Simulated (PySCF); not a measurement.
# CH3Al (SMILES C[Al]): levels of theory compared

Wanted: a comparison of 5 runs (HF/3-21G, B3LYP/6-31G*, BLYP/aug-cc-pVDZ, MP2/def2-SVP) of CH3Al. Input form: a Python script.

Program for the calculation: PySCF 2.14.0.

**1. Starting point**

The species is CH3Al (5 atoms), meant as a singlet with charge 0. As SMILES, `C[Al]`. The coordinates come from a PBE0-D4/def2-TZVP relaxation.

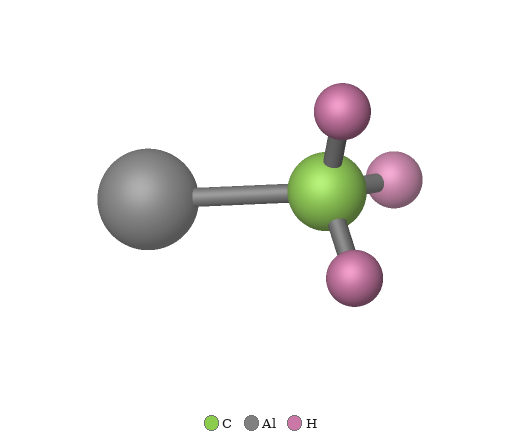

The structure, seen from a chosen angle (carbon green, aluminium grey, hydrogen pink).

**2. Energy and forces at HF/3-21G (run 1)**

Input file input.xyz:

```xyz
5
CH3Al
C     -0.131220    -0.057510     0.054000
Al     1.572690     0.689240    -0.647230
H     -0.230740    -1.127460    -0.171770
H     -0.205100     0.049890     1.144270
H     -1.005630     0.445840    -0.379270
```

Input file run.py:

```python
from pyscf import gto, scf

system = gto.M(
    atom='input.xyz',
    verbose=4,
    max_memory=1860,
    spin=0,
    basis='3-21g',
)

mf = scf.RHF(system)
mf.conv_tol = 1e-10
mf.kernel()
if not mf.converged:
    mf = mf.newton().run(mf.mo_coeff, mf.mo_occ)

e_final = mf.e_tot
print(f'total energy: {e_final:.8f} hartree')
grad = mf.nuc_grad_method().kernel()
mf.analyze()
```

On the command line:

```
$ OMP_NUM_THREADS=1 python run.py
```

Standard output:

```text
PySCF version 2.14.0

[... 55 lines left out ...]
converged SCF energy = -279.967109551501
[... 16 lines left out ...]
Two-electron Energy =                  145.817556744554764
[... 6 lines left out ...]
MO #3   energy= -4.853898115657    occ= 2
[... 4 lines left out ...]
MO #8   energy= -0.530768525025247 occ= 2
[... 4 lines left out ...]
MO #13  energy= 0.0496225287752431 occ= 0
[... 4 lines left out ...]
MO #18  energy= 0.384941919178625  occ= 0
[... 4 lines left out ...]
MO #23  energy= 0.98309666802028   occ= 0
[... 4 lines left out ...]
MO #28  energy= 1.96454322553596   occ= 0
[... 36 lines left out ...]
Dipole moment(X, Y, Z, Debye): -0.96007, -0.42077,  0.39511
```

Run time: 2 s. Hardware: 1 thread of Intel Xeon at 2.70GHz, shared host; peak memory 0.12 GiB.

**3. Energy and gradient at B3LYP/6-31G(d) (spherical functions) (run 2)**

Input file job.py:

```python
# C[Al]
import pyscf.grad
from pyscf import gto, dft

system = gto.Mole()
system.atom = '''
C       -0.131220      -0.057510       0.054000
Al       1.572690       0.689240      -0.647230
H       -0.230740      -1.127460      -0.171770
H       -0.205100       0.049890       1.144270
H       -1.005630       0.445840      -0.379270
'''
system.max_memory = 1860
system.basis = '6-31g*'
system.verbose = 3
system.build()

mf = dft.RKS(system, xc='b3lyp')
mf.grids.level = 5
mf.conv_tol = 1e-10
mf.kernel()
if not mf.converged:
    mf = mf.newton().run(mf.mo_coeff, mf.mo_occ)

energy = mf.e_tot
print('Final energy', energy)
grad = mf.Gradients().kernel()
mf.analyze()
```

On the command line:

```
$ OMP_NUM_THREADS=1 python job.py
```

Standard output:

```text
converged SCF energy = -282.31152515951
Final energy -282.3115251595103
--------------- RKS gradients ---------------
         x                y                z
0 C     0.0002026879     0.0000863475    -0.0000864213
1 Al    -0.0039472687    -0.0017297606     0.0016246163
2 H     0.0008041215     0.0021770841     0.0001437101
3 H     0.0007585885     0.0000838209    -0.0021932283
4 H     0.0021803465    -0.0006189620     0.0005111365
----------------------------------------------
**** MO energy ****
MO #1   energy= -56.0331358596577  occ= 2
MO #2   energy= -10.1346053355593  occ= 2
MO #3   energy= -4.1257092492666   occ= 2
MO #4   energy= -2.68015903284782  occ= 2
MO #5   energy= -2.68015902306134  occ= 2
MO #6   energy= -2.67201221828598  occ= 2
MO #7   energy= -0.667134914371441 occ= 2
MO #8   energy= -0.384037947516982 occ= 2
MO #9   energy= -0.384036882394795 occ= 2
MO #10  energy= -0.340215972044031 occ= 2
MO #11  energy= -0.193656287426269 occ= 2
MO #12  energy= -0.0529821490356079 occ= 0
MO #13  energy= -0.052982016822055 occ= 0
MO #14  energy= 0.040060560681106  occ= 0
MO #15  energy= 0.131828125244747  occ= 0
MO #16  energy= 0.147822671239574  occ= 0
MO #17  energy= 0.147823137418285  occ= 0
MO #18  energy= 0.203960288845156  occ= 0
MO #19  energy= 0.226855340961024  occ= 0
MO #20  energy= 0.226856120856351  occ= 0
MO #21  energy= 0.301458280928036  occ= 0
MO #22  energy= 0.455697770839371  occ= 0
MO #23  energy= 0.45569844838428   occ= 0
MO #24  energy= 0.481818378832725  occ= 0
MO #25  energy= 0.481818474002636  occ= 0
MO #26  energy= 0.545357969407308  occ= 0
MO #27  energy= 0.707479384633585  occ= 0
MO #28  energy= 0.707481329792472  occ= 0
MO #29  energy= 0.777154645893095  occ= 0
MO #30  energy= 0.90172784921556   occ= 0
MO #31  energy= 0.901730175746589  occ= 0
MO #32  energy= 1.00669715497316   occ= 0
MO #33  energy= 1.19889850169369   occ= 0
MO #34  energy= 1.74458271749129   occ= 0
MO #35  energy= 1.74458391603462   occ= 0
MO #36  energy= 2.1422857720389    occ= 0
MO #37  energy= 2.26804552914028   occ= 0
MO #38  energy= 2.26804976296517   occ= 0
 ** Mulliken atomic charges  **
charge of    0C =     -0.62008
charge of    1Al =      0.30072
charge of    2H =      0.10645
charge of    3H =      0.10645
charge of    4H =      0.10645
Dipole moment(X, Y, Z, Debye): -0.81433, -0.35689,  0.33513
```

It took 9.3 s on 1 thread of Intel Xeon at 2.70GHz, shared host; peak memory 0.42 GiB.

**4. Energy and gradient at B3LYP/6-31G(d) (Cartesian functions) (run 3)**

Input file run.py:

```python
# C[Al]
import pyscf.grad
from pyscf import gto, dft

mol = gto.M(
    atom=[
    ('C', (-0.131220, -0.057510, 0.054000)),
    ('Al', (1.572690, 0.689240, -0.647230)),
    ('H', (-0.230740, -1.127460, -0.171770)),
    ('H', (-0.205100, 0.049890, 1.144270)),
    ('H', (-1.005630, 0.445840, -0.379270)),
],
    verbose=4,
    spin=0,
    basis='6-31g*',
    charge=0,
    max_memory=1860,
    cart=True,
)

calc0 = dft.RKS(mol, xc='b3lyp')
calc0.conv_tol = 1e-10
calc0.grids.level = 5
calc0.kernel()
if not calc0.converged:
    calc0 = calc0.newton().run(calc0.mo_coeff, calc0.mo_occ)

e_final = calc0.e_tot
print('E = %.10f Eh' % e_final)
grad = calc0.Gradients().kernel()
calc0.analyze()
```

On the command line:

```
$ OMP_NUM_THREADS=1 python run.py
```

Standard output:

```text
PySCF version 2.14.0

[... 88 lines left out ...]
Two-electron Energy =                  145.427636634764042
[... 7 lines left out ...]
MO #4   energy= -2.68125220048551  occ= 2
[... 5 lines left out ...]
MO #10  energy= -0.340200068287403 occ= 2
[... 5 lines left out ...]
MO #16  energy= 0.147846207687102  occ= 0
[... 5 lines left out ...]
MO #22  energy= 0.45595704682391   occ= 0
[... 5 lines left out ...]
MO #28  energy= 0.707520366121128  occ= 0
[... 5 lines left out ...]
MO #34  energy= 1.74477972105611   occ= 0
[... 5 lines left out ...]
MO #40  energy= 4.18130966518289   occ= 0
[... 48 lines left out ...]
Dipole moment(X, Y, Z, Debye): -0.81034, -0.35514,  0.33349
```

Run time: 9.9 s. Hardware: 1 thread of Intel Xeon at 2.70GHz, shared host; peak memory 0.44 GiB.

Run 4 isn't shown in full; the table further down has it.

**5. Energy and forces at MP2/def2-SVP (run 5)**

Input file calc.py:

```python
import pyscf.grad
from pyscf import gto, mp

mol = gto.M(
    atom='''
C     -0.131220    -0.057510     0.054000
Al     1.572690     0.689240    -0.647230
H     -0.230740    -1.127460    -0.171770
H     -0.205100     0.049890     1.144270
H     -1.005630     0.445840    -0.379270
''',
    verbose=4,
    charge=0,
    basis='def2-svp',
    max_memory=1860,
    spin=0,
)

mf = mol.RHF()
mf.conv_tol = 1e-10
mf.kernel()
if not mf.converged:
    mf = mf.newton().run(mf.mo_coeff, mf.mo_occ)

pt = mp.MP2(mf, frozen=6).run()
e_tot = pt.e_tot
print('E = %.10f Eh' % e_tot)
grad = pt.Gradients().kernel()
dip = mf.dip_moment()
pop, q = mf.mulliken_pop()
```

On the command line:

```
$ OMP_NUM_THREADS=1 python calc.py
```

Standard output:

```text
PySCF version 2.14.0

[... 57 lines left out ...]
converged SCF energy = -281.394505741641
[... 17 lines left out ...]
Dipole moment(X, Y, Z, Debye): -0.83961, -0.36797,  0.34553
[... 53 lines left out ...]
charge of    4H =      0.04872
```

Wall time 1.8 s (1 thread of Intel Xeon at 2.70GHz, shared host); peak memory 0.18 GiB.

**6. Overview of the runs**

| run | level | integration grid | Cartesian functions | energy (Eh) | dipole moment (D) of the reference | HOMO energy (eV) | LUMO energy (eV) | wall time |
| --- | --- | --- | --- | --- | --- | --- | --- | --- |
| 1 | HF/3-21G | – | no | -279.967110 | 1.12 | -7.46 | 1.35 | 2 s |
| 2 | B3LYP/6-31G* (spherical functions) | 5 | no | -282.311525 | 0.95 | -5.27 | -1.44 | 9.3 s |
| 3 | B3LYP/6-31G* (Cartesian functions) | 5 | yes | -282.313936 | 0.95 | -5.27 | -1.44 | 9.9 s |
| 4 | BLYP/aug-cc-pVDZ | 5 | no | -282.284853 | 0.57 | -4.57 | -2.02 | 16 s |
| 5 | MP2/def2-SVP | – | no | -281.589313 | 0.98 | -7.57 | 1.40 | 1.8 s |

**7. Results**

| quantity | value |
| --- | --- |
| run 5: total energy | -281.58931 Eh |
| run 5: dipole moment (Hartree–Fock density) | 0.98 D |
| run 5: HOMO energy (Hartree–Fock orbitals) | -7.57 eV |
| run 5: LUMO energy (Hartree–Fock orbitals) | 1.40 eV |
| run 5: HOMO–LUMO gap (Hartree–Fock orbitals) | 8.97 eV |
| run 5: correlation energy (6 core orbitals frozen) | -194.8 mEh |
| run 5: largest force on an atom | 0.227 eV/Å |

In words: Over runs 1, 2, 3, 4 the dipole moment (its size) runs from 0.57 D (BLYP/aug-cc-pVDZ) to 1.12 D (HF/3-21G). The two ends differ in method and basis. Over runs 1, 2, 3, 4 the HOMO–LUMO gap runs from 2.55 eV (BLYP/aug-cc-pVDZ) to 8.81 eV (HF/3-21G). Totals of different functionals can't be ranked against each other. All runs together took 39 s, the longest 16 s.
